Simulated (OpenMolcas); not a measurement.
**Run report: SbNH4, energy and gradient calculation**

System: SbNH4.
Method: PBE0/def2-SVP, RKS (OpenMolcas 26.06).

The geometry comes from this level: GFN2-xTB.

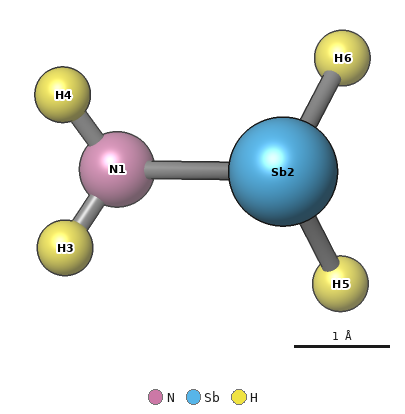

*The structure as given in the input (ball-and-stick view, seen on its broad side; atoms are numbered from 1 in the order of the input). Sticks mark near contacts.*

Bond lengths as drawn: H–N 1.01 Å, H–Sb 1.69 Å and N–Sb 2.04 Å.

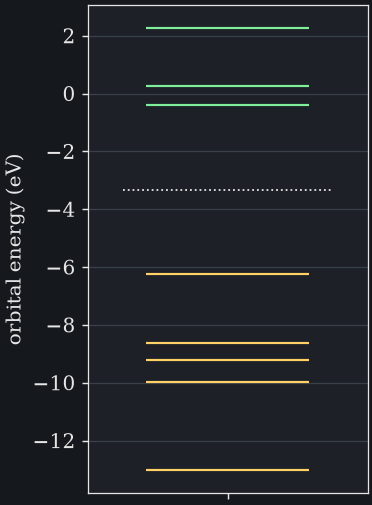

*Orbital energies near the frontier; the dotted line parts filled from empty levels, and levels within 0.02 eV of each other stand side by side.*

Highest filled −6.25 eV, lowest empty −0.39 eV, 5.86 eV apart.

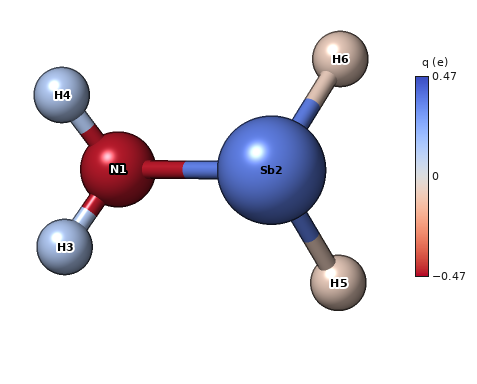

*Mulliken charges, as the colour of each atom (ball-and-stick view, seen at a tilt; atoms are numbered from 1 in the order of the input).*

By element: N −0.45, Sb +0.35 and H −0.07 to +0.12 e.

The input and output of the run follow.

**Input**
```
* H4NSb Kohn-Sham DFT
>>> EXPORT MOLCAS_PRINT=2

&GATEWAY
 BasLib=$CurrDir
 Coord
 6
 angstrom
 N       -0.217220      -0.902860       0.041430
 Sb       0.737770       0.898520       0.033060
 H        0.125570      -1.483960      -0.715420
 H       -0.002470      -1.411870       0.891550
 H       -0.187150       1.370540      -1.302940
 H       -0.456510       1.529650       1.052310
 Basis=def2-SVP
 Group=NoSym

&SEWARD
 GridInput
 Grid=UltraFine
 End of Grid

&SCF
 KSDFT=PBE0
 Thresholds=1e-10 1e-07 1e-07 1e-05
 PrOrbitals=0

&ALASKA
```

Launched with:
```bash
export MOLCAS_MEM=1860
pymolcas calc.inp > calc.log
```

**Output**
```
--- Start Module: gateway ---

                                              &GATEWAY

                       available to each process: 1.9 GB of memory, 1 thread

 Basis Set     1 Label: N.DEF2-SVP
 Basis set is read from library:.
 basistype.tbl is not found

 Basis Set     2 Label: SB.DEF2-SVP
 Basis set is read from library:.
 basistype.tbl is not found

 Basis Set     3 Label: H.DEF2-SVP
 Basis set is read from library:.
 basistype.tbl is not found

++    Symmetry information:
      ---------------------

                    Character Table for C1

                             E
                    a        1  x, y, xy, Rz, z, xz, Ry, yz, Rx, I
--

++    Basis set information:
      ----------------------

      Basis set label: N.DEF2-SVP.........

      Electronic valence basis set:
      ------------------
      Associated Effective Charge   7.000000 au
      Associated Actual Charge      7.000000 au
      Nuclear Model: Point charge

      Shell  nPrim  nBasis  Cartesian Spherical Contaminant
         s       7       3        X
         p       4       2        X
         d       1       1                 X

      Basis set label: SB.DEF2-SVP....ECP.....

      Electronic valence basis set:
      ------------------
      Associated Effective Charge  23.000000 au
      Associated Actual Charge     51.000000 au
      Nuclear Model: Point charge

      Shell  nPrim  nBasis  Cartesian Spherical Contaminant
         s      10       4        X
         p       7       4        X
         d       6       2                 X

      Pseudo Potential specification:
      =======================================

      Number of Core Electrons:  28

      Potential  nTerms
           H       2
         s-H       4
         p-H       6
         d-H       6

      Effective Core Potential specification:
      =======================================

      Basis set label: H.DEF2-SVP.........

      Electronic valence basis set:
      ------------------
      Associated Effective Charge   1.000000 au
      Associated Actual Charge      1.000000 au
      Nuclear Model: Point charge

      Shell  nPrim  nBasis  Cartesian Spherical Contaminant
         s       4       2        X
         p       1       1        X
--

++    Molecular structure info:
      -------------------------

                    ************************************************
                    **** Cartesian Coordinates / bohr, angstrom ****
                    ************************************************

     Center  Label                x              y              z                     x              y              z
        1      N1              -0.410486      -1.706158       0.078291             -0.217220      -0.902860       0.041430
        2      SB2              1.394183       1.697957       0.062474              0.737770       0.898520       0.033060
        3      H3               0.237293      -2.804278      -1.351948              0.125570      -1.483960      -0.715420
        4      H4              -0.004668      -2.668048       1.684785             -0.002470      -1.411870       0.891550
        5      H5              -0.353662       2.589945      -2.462200             -0.187150       1.370540      -1.302940
        6      H6              -0.862679       2.890620       1.988578             -0.456510       1.529650       1.052310

                    ***************************************
                    *    InterNuclear Distances / bohr    *
                    ***************************************

               1 N1            2 SB2           3 H3            4 H4            5 H5            6 H6
    1 N1       0.000000
    2 SB2      3.852931        0.000000
    3 H3       1.916003        4.858920        0.000000
    4 H4       1.915918        4.863196        3.049402        0.000000
    5 H5       4.991375        3.197591        5.538911        6.705652        0.000000
    6 H6       4.998403        3.197772        6.693348        5.632695        4.489869        0.000000

                    *******************************************
                    *    InterNuclear Distances / angstrom    *
                    *******************************************

               1 N1            2 SB2           3 H3            4 H4            5 H5            6 H6
    1 N1       0.000000
    2 SB2      2.038883        0.000000
    3 H3       1.013905        2.571230        0.000000
    4 H4       1.013860        2.573492        1.613674        0.000000
    5 H5       2.641322        1.692092        2.931065        3.548478        0.000000
    6 H6       2.645041        1.692188        3.541967        2.980694        2.375936        0.000000

                    **************************************
                    *    Valence Bond Angles / degree    *
                    **************************************
                          Atom centers                 Phi
                      3 H3       1 N1       4 H4       105.46
--

            Nuclear Potential Energy             76.95191925 au

--- Stop Module: gateway /rc=_RC_ALL_IS_WELL_ ---

--- Start Module: seward ---

                                              &SEWARD

                       available to each process: 1.9 GB of memory, 1 thread

               SEWARD will generate:
                  Multipole Moment integrals up to order  2
                  Kinetic Energy integrals
                  Nuclear Attraction integrals (point charge)
                  One-Electron Hamiltonian integrals modified with ECP contributions
                  Velocity integrals
                  Pseudo Potential integrals
                  Orbital angular momentum around (  1.1647   1.3057   0.0612 )
                  Velocity quadrupole around (  1.1647   1.3057   0.0612 )
                  Two-Electron Repulsion integrals

                   Integrals are discarded if absolute value <: 1.00E-14
                   Integral cutoff threshold is set to       <: 1.00E-16

            Nuclear Potential Energy             76.95191925 au

      Basis set specifications :
      Symmetry species         a
      Basis functions           60

--- Stop Module: seward /rc=_RC_ALL_IS_WELL_ ---
--- Module seward spent 1 second ---

--- Start Module: scf ---

                                                &SCF

                       available to each process: 1.9 GB of memory, 1 thread

 ###############################################################################
 ###     Minimized-density-differences option turned off!                    ###
 ###############################################################################
++    Input section:
      --------------

      Header of the integral files:

      Cartesian coordinates in angstrom:
      -----------------------------------------------------
      No.  Label        X            Y            Z
      -----------------------------------------------------
       1   N1        -0.21722000  -0.90286000   0.04143000
       2   SB2        0.73777000   0.89852000   0.03306000
       3   H3         0.12557000  -1.48396000  -0.71542000
       4   H4        -0.00247000  -1.41187000   0.89155000
       5   H5        -0.18715000   1.37054000  -1.30294000
       6   H6        -0.45651000   1.52965000   1.05231000
      -----------------------------------------------------
      Nuclear repulsion energy =   76.95191925
--

++    Orbital specifications:
      -----------------------

      Symmetry species               1
                                     a
      Frozen orbitals                0
      Occupied orbitals             17
      Secondary orbitals            43
      Deleted orbitals               0
      Total number of orbitals      60
      Number of basis functions     60
--

      Molecular charge                           0.000

      Numerical integration parameters
      --------------------------------
      Radial quadrature type:                         MHL
      Size of radial grid:                            99
      Lebedev angular grid:                           41
      Angular grid pruned with the crowding factor:  1.00E+10
                                 and fading factor:  1.00E+01
      Screening threshold for integral computation:   1.00E-11
      Radial quadrature accuracy:                     1.00E-25
      Maximum batch size:                             128
      AO values are stored on disk
      The same grid will be used for all iterations.

      DFT functional specifications
      -----------------------------
      Using Libxc version: 6.2.2
      Please cite the following reference:
      S. Lehtola, C. Steigemann, M. J.T. Oliveira, and M. A.L. Marques.,  SoftwareX 7, 1–5 (2018) doi:10.1016/j.softx.2017.11.002

      * PBEH (PBE0)

++    Optimization specifications:
      ----------------------------

      SCF Algorithm: Conventional
      D(i)-D(i-1) density differences are used
      Number of density matrices in core                 5
      Maximum number of NDDO SCF iterations            400
      Maximum number of HF SCF iterations              400
      Threshold for SCF energy change             1.00E-10
      Threshold for density matrix                1.00E-07
      Threshold for Fock matrix                   1.00E-07
      Threshold for linear dependence             1.00E-09
      Threshold at which DIIS is turned on        1.50E-01
      Maximum depth in the DIIS procedure                5
      Maximum depth in the BFGS Hessian update          30
      Threshold at which QNR/C2DIIS is turned on  7.50E-02
      Threshold for Norm(delta) (QNR/C2DIIS)      1.00E-05
      All orbitals punched on: SCFORB
--

      Input vectors read from INPORB
      Orbital file label: *Guess orbitals

++ Convergence information
                                   PBE0       iterations: Energy and convergence statistics

Iter     Tot. PBE0       One-elec.       Two-elec.     Energy      Max Dij or  Max Fij      DNorm      TNorm      AccCon     Time
         Energy          Energy          Energy        Change      Delta Norm                                                in Sec.
   1  -275.744893468  -640.585164343   287.888351628   0.00E+00    5.98E-01*   1.77E+01*    1.42E+01   1.30E+02   None         1.
   2  -296.787687994  -675.200301486   301.460694245  -2.10E+01*   5.22E-01*   1.56E-01*    1.13E+01   1.32E+02   EDIIS        1.
   3  -296.536073010  -670.095705167   296.607712910   2.52E-01*   1.59E-01*   1.05E-01*    4.09E+00   1.32E+02   EDIIS        0.
   4  -297.254918724  -669.483029228   295.276191257  -7.19E-01*   8.83E-02*   2.18E-02*    1.12E+00   1.31E+02   EDIIS        1.
   5  -297.258706320  -672.373820015   298.163194447  -3.79E-03*   1.88E-02*   1.10E-02*    7.39E-01   1.32E+02   c2DIIS       1.
   6  -297.265348773  -671.187237223   296.969969203  -6.64E-03*   1.93E-02*   3.31E-03*    7.06E-02   1.32E+02   QNRc2DIIS    1.
   7  -297.265113747  -671.102860972   296.885827977   2.35E-04*   1.20E-02*   5.58E-03*    7.55E-02   1.32E+02   QNRc2DIIS    0.
   8  -297.265515000  -671.177542783   296.960108536  -4.01E-04*   1.37E-03*   4.96E-04*    4.71E-02   1.32E+02   QNRc2DIIS    1.
   9  -297.265517642  -671.162013133   296.944576243  -2.64E-06*   1.87E-04*   3.98E-05*    6.15E-03   1.32E+02   QNRc2DIIS    1.
  10  -297.265517679  -671.165423676   296.947986749  -3.70E-08*   4.81E-05*   1.66E-05*    1.11E-03   1.32E+02   QNRc2DIIS    1.
  11  -297.265517684  -671.164363642   296.946926711  -4.53E-09*   8.50E-06    2.27E-06*    2.88E-04   1.32E+02   QNRc2DIIS    0.
  12  -297.265517684  -671.164463506   296.947026575  -1.00E-10*   2.69E-06    1.05E-06*    4.39E-05   1.32E+02   QNRc2DIIS    0.
  13  -297.265517684  -671.164450276   296.947013345  -1.38E-11    2.27E-07    8.01E-08     1.39E-05   1.32E+02   QNRc2DIIS    1.

       Convergence after  13 Iterations
--

 *****************************************************************************************************************************
 *                                             SCF/KS-DFT Program, Final results                                             *
 *                                                       Final Results                                                       *
 *****************************************************************************************************************************

::    Total KS-DFT energy                            -297.2655176840
      One-electron energy                            -671.1644502763
      Two-electron energy                             296.9470133448
      Nuclear repulsion energy                         76.9519192474
      Kinetic energy (interpolated)                   148.7185281994
      Virial theorem                                    1.9988465545
      Total spin, S(S+1)                                0.0000000000
      Total spin, S                                     0.0000000000
      Max non-diagonal density matrix element           0.0000001181
      Max non-diagonal Fock matrix element              0.0000000151

      No orbitals printed

++    Molecular charges:
      ------------------

      Mulliken charges per centre
      ---------------------------

                N1      SB2     H3      H4      H5      H6
      Total    7.4512 22.6476  0.8785  0.8789  1.0717  1.0722

      N-E     -0.4512  0.3524  0.1215  0.1211 -0.0717 -0.0722

      Total electronic charge=   34.000000

      Total            charge=   -0.000000
--

++    Molecular properties:
      ---------------------

      Charge (e):
                      =   -0.0000
      Dipole Moment (debye):
      Origin of the operator (angstrom)=    0.6163    0.6909    0.0324
                   X=  1.4025E+00               Y= -6.3373E-01               Z=  1.4423E-01           Total=  1.5458E+00
      Quadrupole Moment (debye*angstrom):
      Origin of the operator (angstrom)=    0.6163    0.6909    0.0324
                  XX= -3.8161E+01              XY= -1.8490E+00              XZ= -4.6809E-01              YY= -3.0205E+01
                  YZ= -2.4356E-01              ZZ= -3.1880E+01
      In traceless form (debye*angstrom)
                  XX= -7.1192E+00              XY= -2.7735E+00              XZ= -7.0213E-01              YY=  4.8159E+00
                  YZ= -3.6534E-01              ZZ=  2.3032E+00
--

--- Stop Module: scf /rc=_RC_ALL_IS_WELL_ ---
--- Module scf spent 8 seconds ---

--- Start Module: alaska ---

                                              &ALASKA

                       available to each process: 1.9 GB of memory, 1 thread

                     Threshold for contributions to the gradient: 1.000E-07

                    ********************************************
                    * Symmetry Adapted Cartesian Displacements *
                    ********************************************

           Irreducible representation : a
           Basis function(s) of irrep: x, y, xy, Rz, z, xz, Ry, yz, Rx, I

 Basis Label        Type   Center Phase
   1   N1           x         1     1
   2   N1           y         1     1
   3   N1           z         1     1
   4   SB2          x         2     1
   5   SB2          y         2     1
   6   SB2          z         2     1
   7   H3           x         3     1
   8   H3           y         3     1
   9   H3           z         3     1
  10   H4           x         4     1
  11   H4           y         4     1
  12   H4           z         4     1
  13   H5           x         5     1
  14   H5           y         5     1
  15   H5           z         5     1
  16   H6           x         6     1
  17   H6           y         6     1
  18   H6           z         6     1

                     No automatic utilization of translational and rotational invariance of the energy is employed.

 DFT contribution computed for a moving grid.

 Conventional ERI gradients!

 **************************************************
 *              Molecular gradients               *
 **************************************************

  Irreducible representation: a
 ------------------------------------------------------------------------------------------
                              X                       Y                       Z
 ------------------------------------------------------------------------------------------
  N1                8.48868669712566E-03    1.09607645717915E-02    1.16187634335962E-04
  SB2              -9.53789685421214E-03   -6.63044235355059E-03   -8.05664498378156E-04
  H3               -2.24540248745053E-03    3.49679468772157E-03    4.32264363929979E-03
  H4               -1.68209053359014E-03    3.06503901756328E-03   -4.93436379938617E-03
  H5                1.68202082398539E-03   -4.87536330847949E-03    7.71161081887994E-03
  H6                3.29468235416774E-03   -6.01679261515953E-03   -6.41041379475604E-03
 ------------------------------------------------------------------------------------------

--- Stop Module: alaska /rc=_RC_ALL_IS_WELL_ ---
--- Module alaska spent 2 seconds ---

.##################.
.# Happy landing! #.
.##################.

    Timing: Wall=13.03 User=11.30 System=1.67
```

**Results in brief**

| quantity | value |
| --- | --- |
| outcome | converged |
| total energy | −297.265518 hartree |
| basis functions | 60 |
| largest force | 0.713 eV/Å |
| HOMO | −6.25 eV |
| LUMO | −0.39 eV |
| dipole moment | 1.55 debye |
| hardware | 1 thread of Intel Xeon (Sapphire Rapids), 64 GiB of memory available, shared host |
| wall time | 14 s |
| peak memory | 0.4 GiB |
